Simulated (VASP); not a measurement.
Band structure of SrVO₃ (cubic perovskite). Level of theory: PW91 GGA, VASP's PBE PAW potentials (set 64) (plane waves; VASP).

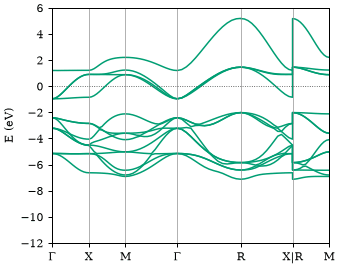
*Bands along high-symmetry lines, zero at the valence-band maximum or, without a gap, the Fermi level*

Task: Read the plot: is there a gap, and where are the band edges?

Result: It has no gap at this level: it comes out as a metal or semimetal. (Edges off the drawn lines would not show.)

The compound is SrVO3 in the cubic perovskite structure. It was relaxed first. The run is not spin-polarised, so no magnetic state was tried. The electron count is odd and the run is not spin-polarised, which forces a metal.
